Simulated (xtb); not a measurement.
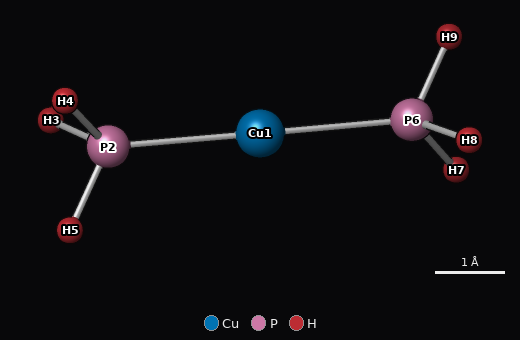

Figure 1. The structure (ball-and-stick view, seen at a tilt; atoms are numbered from 1 in the order of the input). Sticks mark near contacts.

**Frequency calculation, with input and output: CuP2H6 (charge +1)**

- system: CuP2H6, charge +1, SMILES [PH3]->[Cu+]<-[PH3]
- method: GFN1-xTB (xtb 6.7.1 later snapshot)

The geometry was optimised with GFN1-xTB.

**Input file (mol.xyz)**
```
9

Cu     0.00245     0.00473     0.00006
P     -0.00091    -0.01440     2.24544
H      0.77963    -0.91086     2.92334
H     -1.16400    -0.25267     2.92580
H      0.37783     1.10141     2.94108
P      0.00163     0.01577    -2.24543
H      1.14347     0.33284    -2.92958
H     -0.84213     0.85086    -2.92595
H     -0.29796    -1.12769    -2.93476
```

**File xcontrol**
```
$symmetry
   desy=0.1
$end
```

Hardware: 1 thread of Arm Neoverse V1, 24 GiB of memory available, shared host.

Command:
```bash
xtb --chrg 1 -I xcontrol --hess --gfn1 -- mol.xyz | tee xtb.out
```

**Log**
```
* xtb version 6.7.1
   ID    Z sym.   atoms
    1   29 Cu     1
    2   15 P      2, 6
    3    1 H      3-5, 7-9

           -------------------------------------------------
          |                Calculation Setup                |
           -------------------------------------------------

          program call               : xtb --chrg 1 -I xcontrol --hess --gfn1 -- mol.xyz
          coordinate file            : mol.xyz
          omp threads                :                     1

########################################################################
[WARNING] Please study the warnings concerning your input carefully
-1- prog_main_parseArguments: The use of '--gfn1' is discouraged, please use '--gfn 1' next time
########################################################################

           -------------------------------------------------
          |                 G F N 1 - x T B                 |
           -------------------------------------------------

      * Hamiltonian:
        H0-scaling (s, p, d)           1.850000    2.250000    2.000000
        zeta-weighting                 0.000000
      * Dispersion:
        s8                             2.400000
        a1                             0.630000
        a2                             5.000000
        s9                             0.000000
      * Repulsion:
        kExp                           1.500000
        rExp                           1.000000
      * Coulomb:
        alpha                          2.000000
        third order                    atomic
        anisotropic                    false
      * Halogen bond correction:
        rad-scale                      1.300000
        damping                        0.440000

          ...................................................
          :                      SETUP                      :
          :.................................................:
          :  # basis functions                  42          :
          :  # atomic orbitals                  39          :
          :  # shells                           21          :
          :  # electrons                        26          :
          :  # halogen bonds                     0          :
          :  max. iterations                   250          :
          :  Hamiltonian                  GFN1-xTB          :
          :  restarted?                      false          :
          :  GBSA solvation                  false          :
          :  PC potential                    false          :
          :  electronic temp.          300.0000000     K    :
          :  accuracy                    1.0000000          :
          :  -> integral cutoff          0.2500000E+02      :
          :  -> integral neglect         0.1000000E-07      :
          :  -> SCF convergence          0.1000000E-05 Eh   :
          :  -> wf. convergence          0.2000000E-04 e    :
          :  Broyden damping             0.4000000          :
          :  net charge                          1          :
          :  unpaired electrons                  0          :
          ...................................................

 iter      E             dE          RMSdq      gap      omega  full diag
   1    -12.6595747 -0.126596E+02  0.643E+00    4.78       0.0  T
   2    -12.6885558 -0.289811E-01  0.407E+00    4.03       1.0  T
   3    -12.6803984  0.815740E-02  0.146E+00    4.62       1.0  T
   4    -12.6951336 -0.147352E-01  0.364E-02    4.29       1.0  T
   5    -12.6951444 -0.108216E-04  0.649E-03    4.27       5.1  T
   6    -12.6951444  0.222785E-07  0.551E-03    4.28       6.1  T
   7    -12.6951445 -0.176806E-06  0.102E-04    4.27     326.7  T
   8    -12.6951445 -0.475904E-10  0.107E-05    4.27    3105.1  T

   *** convergence criteria satisfied after 8 iterations ***

         #    Occupation            Energy/Eh            Energy/eV
      -------------------------------------------------------------
         1        2.0000           -0.9656082             -26.2755
       ...           ...                  ...                  ...
         7        2.0000           -0.6780585             -18.4509
         8        2.0000           -0.6615298             -18.0011
         9        2.0000           -0.5933886             -16.1469
        10        2.0000           -0.5933884             -16.1469
        11        2.0000           -0.5928917             -16.1334
        12        2.0000           -0.5928917             -16.1334
        13        2.0000           -0.5853597             -15.9284 (HOMO)
        14                         -0.4282928             -11.6544 (LUMO)
        15                         -0.4282911             -11.6544
        16                         -0.3761989             -10.2369
        17                         -0.3761962             -10.2368
        18                         -0.3266656              -8.8890
       ...                                ...                  ...
        39                          1.3422697              36.5250
      -------------------------------------------------------------
                  HL-Gap            0.1570669 Eh            4.2740 eV
             Fermi-level           -0.5068262 Eh          -13.7914 eV

 SCC (total)                   0 d,  0 h,  0 min,  0.008 sec
 SCC setup                      ...        0 min,  0.000 sec (  0.965%)
 Dispersion                     ...        0 min,  0.000 sec (  0.459%)
 classical contributions        ...        0 min,  0.000 sec (  0.103%)
 integral evaluation            ...        0 min,  0.002 sec ( 24.704%)
 iterations                     ...        0 min,  0.003 sec ( 33.258%)
 molecular gradient             ...        0 min,  0.003 sec ( 38.902%)
 printout                       ...        0 min,  0.000 sec (  1.409%)

         :::::::::::::::::::::::::::::::::::::::::::::::::::::
         ::                     SUMMARY                     ::
         :::::::::::::::::::::::::::::::::::::::::::::::::::::
         :: total energy             -12.620884149167 Eh    ::
         :: gradient norm              0.000056969462 Eh/a0 ::
         :: HOMO-LUMO gap              4.274008219200 eV    ::
         ::.................................................::
         :: SCC energy               -12.695144533779 Eh    ::
         :: -> electrostatic           0.101425597012 Eh    ::
         :: repulsion energy           0.077168528095 Eh    ::
         :: dispersion energy         -0.002908143483 Eh    ::
         :: halogen bond corr.         0.000000000000 Eh    ::
         :: add. restraining           0.000000000000 Eh    ::
         :: total charge               1.000000000000 e     ::
         :::::::::::::::::::::::::::::::::::::::::::::::::::::

           -------------------------------------------------
          |                Numerical Hessian                |
           -------------------------------------------------
step length          :   0.00500
SCC accuracy         :   0.30000
Hessian scale factor :   1.00000
frozen atoms in %    :   0.00000    0
RMS gradient         :   0.00006
estimated CPU  time      0.01 min

writing file <hessian>, containing the non-mass-weighted Hessian matrix in atomic units (Eₕ/Bohr²).

 projected vibrational frequencies (cm⁻¹)
eigval :       -0.00    -0.00     0.00     0.00     0.00     0.00
eigval :        9.96    52.53    52.54   263.91   348.52   348.52
eigval :      363.56   363.57   375.00  1058.25  1065.10  1135.83
eigval :     1135.84  1136.77  1136.78  2446.65  2446.95  2496.95
eigval :     2496.98  2497.30  2497.33
           -------------------------------------------------
          |                Property Printout                |
           -------------------------------------------------

    * Orbital Energies and Occupations

         #    Occupation            Energy/Eh            Energy/eV
      -------------------------------------------------------------
         1        2.0000           -0.9656082             -26.2755
         2        2.0000           -0.9640669             -26.2336
         3        2.0000           -0.7046104             -19.1734
         4        2.0000           -0.7046103             -19.1734
         5        2.0000           -0.7024919             -19.1158
         6        2.0000           -0.7024917             -19.1158
         7        2.0000           -0.6780585             -18.4509
         8        2.0000           -0.6615298             -18.0011
         9        2.0000           -0.5933886             -16.1469
        10        2.0000           -0.5933885             -16.1469
        11        2.0000           -0.5928917             -16.1334
        12        2.0000           -0.5928917             -16.1334
        13        2.0000           -0.5853597             -15.9284 (HOMO)
        14                         -0.4282928             -11.6544 (LUMO)
        15                         -0.4282912             -11.6544
        16                         -0.3761989             -10.2369
        17                         -0.3761962             -10.2368
        18                         -0.3266656              -8.8890
        19                         -0.3044599              -8.2848
        20                         -0.3044479              -8.2844
        21                         -0.2783097              -7.5732
        22                         -0.2626386              -7.1468
        23                         -0.2587208              -7.0402
        24                         -0.2550427              -6.9401
       ...                                ...                  ...
        39                          1.3422697              36.5250
      -------------------------------------------------------------
                  HL-Gap            0.1570669 Eh            4.2740 eV
             Fermi-level           -0.5068263 Eh          -13.7914 eV

  Mulliken/CM5 charges         n(s)   n(p)   n(d)
     1      0.22292  0.39967   0.516  0.401  9.861
     2     -0.00140 -0.36013   1.719  3.200  0.082
     3      0.12997  0.22008   0.870  0.000  0.000
     4      0.12996  0.22007   0.870  0.000  0.000
     5      0.13002  0.22014   0.870  0.000  0.000
     6     -0.00140 -0.36013   1.719  3.200  0.082
     7      0.13001  0.22013   0.870  0.000  0.000
     8      0.12999  0.22011   0.870  0.000  0.000
     9      0.12994  0.22006   0.870  0.000  0.000

Wiberg/Mayer (AO) data.
largest (>0.10) Wiberg bond orders for each atom

 ---------------------------------------------------------------------------
     #   Z sym  total        # sym  WBO       # sym  WBO       # sym  WBO
 ---------------------------------------------------------------------------
     1  29      1.557 --     2      0.657     6      0.657
     2  15      3.426 --     4      0.922     3      0.922     5      0.922
                             1      0.657
     3   1      0.978 --     2      0.922
     4   1      0.978 --     2      0.922
     5   1      0.978 --     2      0.922
     6  15      3.426 --     9      0.922     8      0.922     7      0.922
                             1      0.657
     7   1      0.978 --     6      0.922
     8   1      0.978 --     6      0.922
     9   1      0.978 --     6      0.922
 ---------------------------------------------------------------------------

Topologies differ in total number of bonds
Writing topology from bond orders to xtbtopo.mol

 dipole moment from electron density (au)
     X       Y       Z
   0.0012   0.0022   0.0000  total (Debye):    0.006

           -------------------------------------------------
          |               Frequency Printout                |
           -------------------------------------------------
 projected vibrational frequencies (cm⁻¹)
eigval :       -0.00    -0.00     0.00     0.00     0.00     0.00
eigval :        9.96    52.53    52.54   263.91   348.52   348.52
eigval :      363.56   363.57   375.00  1058.25  1065.10  1135.83
Refinement of some symmetry elements was terminated before convergence was reached.
Some symmetry elements may remain unidentified.
Molecule has the following symmetry elements: (C3) 3*(C2)
It seems to be the D3 point group
eigval :     1135.84  1136.77  1136.78  2446.65  2446.95  2496.95
eigval :     2496.98  2497.30  2497.33
 reduced masses (amu)
    1:      7.68    2:      6.82    3:      2.20    4:      1.87    5:      5.36    6:      9.70
    7:      1.01    8:      6.21    9:      6.21   10:      8.69   11:      1.12   12:      1.12
   13:      1.17   14:      1.17   15:     15.45   16:      1.08   17:      1.08   18:      1.02
   19:      1.02   20:      1.02   21:      1.02   22:      1.03   23:      1.03   24:      1.04
   25:      1.04   26:      1.04   27:      1.04
 IR intensities (km·mol⁻¹)
    1:      4.74    2:      2.30    3:      3.46    4:      3.01    5:      3.27    6:      5.44
    7:      0.00    8:      2.04    9:      2.04   10:      0.00   11:      0.00   12:      0.00
   13:     60.07   14:     60.07   15:      0.51   16:    167.23   17:      0.00   18:      0.00
   19:      0.00   20:     34.84   21:     34.84   22:      0.38   23:    185.73   24:    368.31
   25:    368.43   26:      5.11   27:      1.41
 Raman intensities (Ä⁴*amu⁻¹)
    1:      0.00    2:      0.00    3:      0.00    4:      0.00    5:      0.00    6:      0.00
    7:      0.00    8:      0.00    9:      0.00   10:      0.00   11:      0.00   12:      0.00
   13:      0.00   14:      0.00   15:      0.00   16:      0.00   17:      0.00   18:      0.00
   19:      0.00   20:      0.00   21:      0.00   22:      0.00   23:      0.00   24:      0.00
   25:      0.00   26:      0.00   27:      0.00
 output can be read by thermo (or use thermo option).
 writing <g98.out> molden fake output.
 recommended (thermochemical) frequency scaling factor: 1.0
           -------------------------------------------------
          |             Thermodynamic Functions             |
           -------------------------------------------------

d3  symmetry found (for desy threshold:  0.10E+00) used in thermo

          ...................................................
          :                      SETUP                      :
          :.................................................:
          :  # frequencies                          21      :
          :  # imaginary freq.                       0      :
          :  linear?                             false      :
          :  only rotor calc.                    false      :
          :  symmetry                               d3      :
          :  rotational number                       6      :
          :  scaling factor                  1.0000000      :
          :  rotor cutoff                   50.0000000 cm⁻¹ :
          :  imag. cutoff                  -20.0000000 cm⁻¹ :
          :.................................................:

    mode    ω/cm⁻¹     T·S(HO)/kcal·mol⁻¹    T·S(FR)/kcal·mol⁻¹   T·S(vib)
   ------------------------------------------------------------------------
       1      9.96    -2.39065 (  0.16%)    -1.53240 ( 99.84%)    -1.53375
       2     52.53    -1.40715 ( 54.93%)    -1.04152 ( 45.07%)    -1.24236
       3     52.54    -1.40710 ( 54.94%)    -1.04149 ( 45.06%)    -1.24235
       4    263.91    -0.48770 ( 99.87%)    -0.56365 (  0.13%)    -0.48780
   ------------------------------------------------------------------------

   temp. (K)  partition function   enthalpy   heat capacity  entropy
                                   cal/mol     cal/K/mol   cal/K/mol   J/K/mol
 298.15  VIB  0.160E+04             3103.802     15.215     21.095
         ROT  0.137E+05              888.727      2.981     21.905
         INT  0.219E+08             3992.529     18.196     43.000
         TR   0.462E+26             1481.212      4.968     40.535
         TOT                        5473.7413    23.1638    83.5354   349.5122

       T/K    H(0)-H(T)+PV         H(T)/Eh          T*S/Eh         G(T)/Eh
   ------------------------------------------------------------------------
    298.15    0.872296E-02    0.627813E-01    0.396904E-01    0.230909E-01
   ------------------------------------------------------------------------

         :::::::::::::::::::::::::::::::::::::::::::::::::::::
         ::                  THERMODYNAMIC                  ::
         :::::::::::::::::::::::::::::::::::::::::::::::::::::
         :: total free energy         -12.597793247295 Eh   ::
         ::.................................................::
         :: total energy              -12.620884149169 Eh   ::
         :: zero point energy           0.054058317720 Eh   ::
         :: G(RRHO) w/o ZPVE           -0.030967415846 Eh   ::
         :: G(RRHO) contrib.            0.023090901874 Eh   ::
         :::::::::::::::::::::::::::::::::::::::::::::::::::::

           -------------------------------------------------
          | TOTAL ENERGY              -12.620884149169 Eh   |
          | TOTAL ENTHALPY            -12.558102869400 Eh   |
          | TOTAL FREE ENERGY         -12.597793247295 Eh   |
          | GRADIENT NORM               0.000056964789 Eh/α |
          | HOMO-LUMO GAP               4.274008007575 eV   |
           -------------------------------------------------

------------------------------------------------------------------------
------------------------------------------------------------------------
 total:
 *  cpu-time:     0 d,  0 h,  0 min,  0.362 sec
 * ratio c/w:     1.000 speedup
 SCF:
 *  cpu-time:     0 d,  0 h,  0 min,  0.008 sec
 * ratio c/w:     1.000 speedup
 analytical hessian:
 *  cpu-time:     0 d,  0 h,  0 min,  0.348 sec
 * ratio c/w:     1.000 speedup
```

**File vibspectrum**
```
$vibrational spectrum
#  mode     symmetry     wave number   IR intensity    selection rules
#                         cm**(-1)      (km*mol⁻¹)        IR
     1                      -0.00         0.00000          -
     2                      -0.00         0.00000          -
     3                       0.00         0.00000          -
     4                       0.00         0.00000          -
     5                       0.00         0.00000          -
     6                       0.00         0.00000          -
     7        a              9.96         0.00000         NO
     8        a             52.53         2.03632         YES
     9        a             52.54         2.03536         YES
    10        a            263.91         0.00004         NO
    11        a            348.52         0.00098         NO
    12        a            348.52         0.00034         NO
    13        a            363.56        60.07225         YES
    14        a            363.57        60.07197         YES
    15        a            375.00         0.50584         YES
    16        a           1058.25       167.22659         YES
    17        a           1065.10         0.00126         NO
    18        a           1135.83         0.00064         NO
    19        a           1135.84         0.00028         NO
    20        a           1136.77        34.84337         YES
    21        a           1136.78        34.84026         YES
    22        a           2446.65         0.38021         YES
    23        a           2446.95       185.73045         YES
    24        a           2496.95       368.31388         YES
    25        a           2496.98       368.42767         YES
    26        a           2497.30         5.10797         YES
    27        a           2497.33         1.41380         YES
$end
```

**Standard error**
```
normal termination of xtb
```

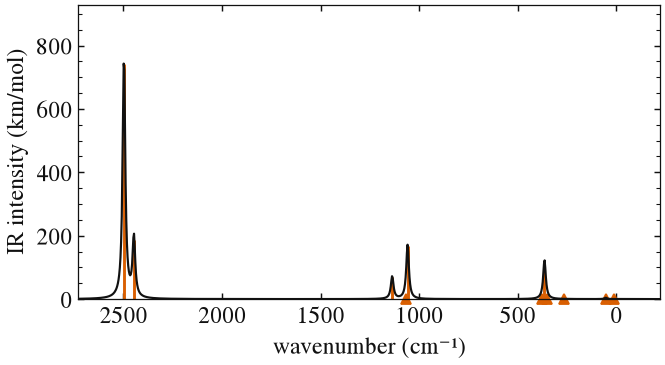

Figure 2. Harmonic infrared spectrum, unscaled: sticks (degenerate modes added up, dark ones marked on the axis) with a Lorentzian envelope of 16 cm⁻¹ full width, scaled to the tallest stick. 21 modes from 10 to 2497 cm⁻¹, none imaginary. The strongest line is at 2497 cm⁻¹ (743 km/mol).

**Summary**

| quantity | value |
| --- | --- |
| outcome | converged |
| electrons treated | 26 |
| total energy | −12.620884 hartree |
| dispersion energy | −0.002908 hartree |
| basis functions | 42 |
| HOMO | −15.93 eV |
| LUMO | −11.65 eV |
| zero-point energy | 0.054058 hartree |
| wavenumbers, lowest and highest | 10 and 2497 cm⁻¹ |
| peak memory | 0.073 GiB |

**Notes**

Settings chosen away from the usual ones: method = gfn1-xtb; task = frequencies; x = {"symmetry_threshold": 0.1}; geo = {"prev": "A"}.
